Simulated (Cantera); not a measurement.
Feed: 1 mol Al, 0.61 mol HCl, 65 mol N2, at 0.000130 bar.

Equilibrium computed with Cantera from the NASA thermochemical tables; the gas is ideal and each condensed phase is pure. Candidate condensed phases: Al, AlCl3, AlN, NH4Cl; 20 gas species. The tables' values for AlCl2 are old estimates; treat these amounts as uncertain. Equilibrium is a limit: real reactors are often held back by kinetics, nucleation or transport.

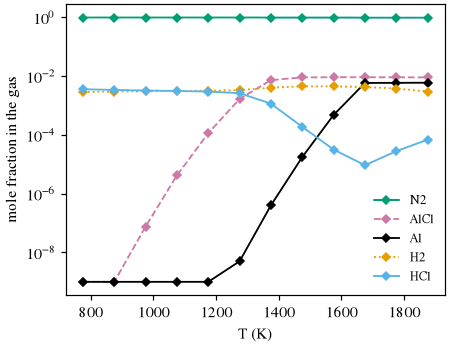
Equilibrium gas composition (values under 1e-9 drawn at 1e-9)

Question: Read off the mole fractions at 975 K.

Answer: N2 about 0.99, HCl about 0.0032, H2 about 0.0031, AlCl about 7.6e-8.
